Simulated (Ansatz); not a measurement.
**Al2H4Br2: single-point calculation**

The run: single-point calculation of Al2H4Br2. Method and program: RKS PBE0-D4/def2-TZVP (Ansatz 0.2.0).

The geometry comes from this level: PBE0-D4/def2-SVP.

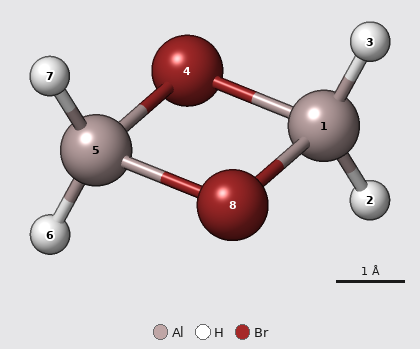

*The structure as given in the input (ball-and-stick view, seen at a tilt; atoms are numbered from 1 in the order of the input). Sticks mark near contacts.*

Bond lengths as drawn: Al–Br 2.47 Å and Al–H 1.58 Å.

## Input
```yaml
crystal:
  periodic: [false, false, false]
  atoms:
    - {symbol: Al, position_ang: [-0.862712, -0.515592, 1.382872]}
    - {symbol: H, position_ang: [-1.335941, -2.020291, 1.382212]}
    - {symbol: H, position_ang: [-1.090293, 0.568452, 2.505868]}
    - {symbol: Br, position_ang: [1.535085, -0.480775, 0.778398]}
    - {symbol: Al, position_ang: [0.862689, 0.515392, -1.382965]}
    - {symbol: H, position_ang: [1.087911, -0.571971, -2.503224]}
    - {symbol: H, position_ang: [1.337922, 2.019454, -1.386733]}
    - {symbol: Br, position_ang: [-1.534651, 0.485331, -0.776429]}
basis:
  gaussian: {orbitals: def2-TZVP, initial_orbitals: start.molden}
hamiltonian: {xc: pbe0, dispersion: d4}
scf: {omitted_lower_state_checks: [starts]}
output: {orbitals: {seedname: orbitals}}
```

Machine: 4 threads of Arm Neoverse V2, 23 GiB of memory available, shared host.

Command:
```bash
ansatz run in.yaml --threads 4 --pin off --events-out ev --progress --plain --max-ram 3916MiB
```

## What the program printed
```
Functional definition: PBE0
  name "PBE0"
  cite "Adamo & Barone, J. Chem. Phys. 110, 6158 (1999) doi:10.1063/1.478522"
  cite "Perdew, Burke & Ernzerhof, Phys. Rev. Lett. 77, 3865 (1996) doi:10.1103/PhysRevLett.77.3865"
  parent pbe
  parameter a = 0.25
  parameter kappa = 0.804
  parameter beta = 0.06672455060314922
  exchange = (1 - a)*pbe_x(kappa = kappa, mu = beta*pi^2/3) + a*exact_x
  correlation = pbe_c(beta = beta)
these checks for a lower state are left out or cut short: starts
1560 factors; their error is unknown
mean field evaluation 1: about -153330.9676 eV, gradient 1.8e2 eV
mean field evaluation 2: about -153332.4570 eV, gradient 3.2e0 eV
mean field evaluation 4: about -153333.3708 eV, gradient 5.3e-1 eV
mean field evaluation 8: about -153333.3710 eV, gradient 1.5e-5 eV
mean field -153333.37103007 eV, -5634.8974522634 hartree, gradient 1.5e-5 eV, S^2 0.000000; 0 other end points of the search recorded, 0 dependent functions left out
reference -153333.37106730 eV, -5634.8974536316 hartree; 50, 50 occupied and 144, 144 virtual orbitals, 1560 factors
Total energy: -153333.58881268 eV, -5634.9054556265 hartree
Checks for a lower state left out: starts
```

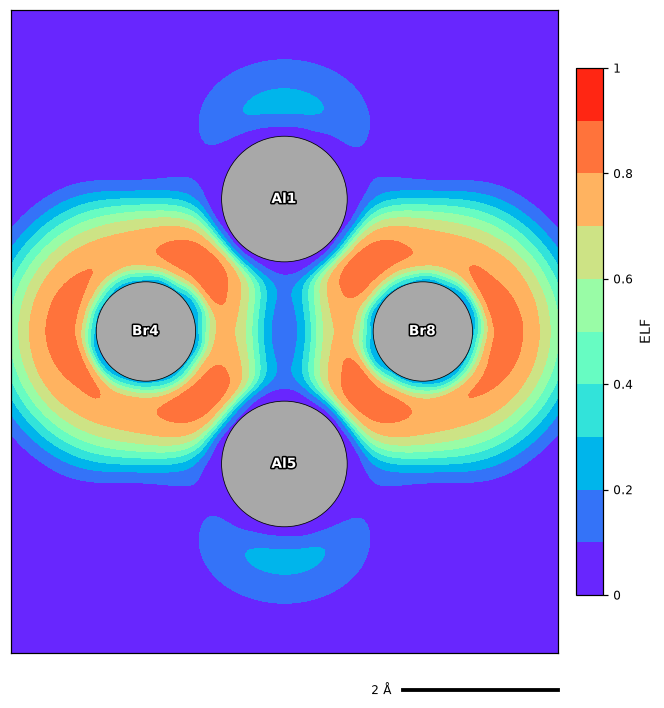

*ELF on the plane of atoms Al1, Br8 and Al5. Grey discs, where drawn, cover atomic cores.*

Al–Br (2.47 Å): the ELF peaks at about 0.85 in the valence shell of Br, 1.1 Å from its nucleus, and is about 0.85 at the midpoint.

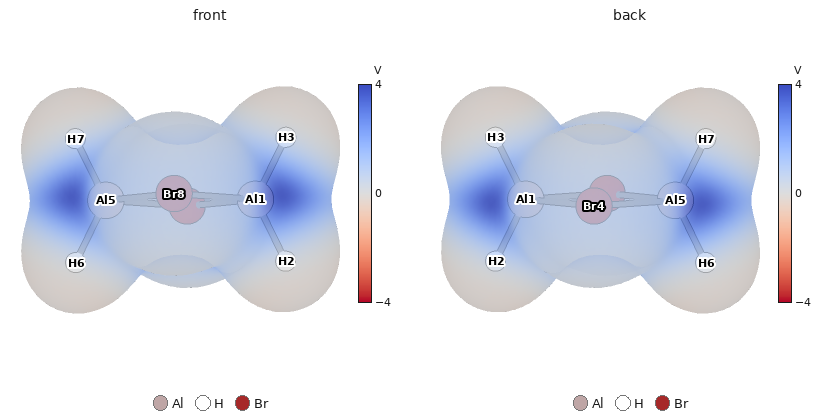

*The molecular electrostatic potential painted on the density surface at 0.004 e/bohr³, seen face on and from behind; red is negative and blue positive.*

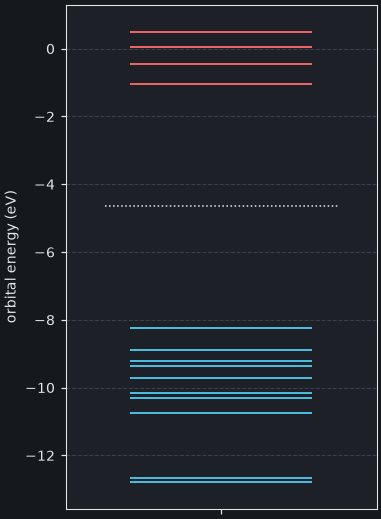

*Orbital energies near the frontier; the dotted line parts filled from empty levels, and levels within 0.02 eV of each other stand side by side.*

Highest filled −8.24 eV, lowest empty −1.03 eV, 7.21 eV apart.

## Key numbers

```json
{"quantity": "outcome", "value": "converged"}
{"quantity": "total energy", "value": "−153333.5888 eV"}
{"quantity": "mean-field energy", "value": "−153333.3711 eV"}
{"quantity": "dispersion energy", "value": "−0.2177 eV"}
{"quantity": "SCF solution under orbital rotations", "value": "stable"}
{"quantity": "HOMO", "value": "−8.24 eV"}
{"quantity": "LUMO", "value": "−1.03 eV"}
{"quantity": "wall time", "value": "4.4 s (CPU time 14 s)"}
{"quantity": "peak memory", "value": "0.72 GiB"}
```
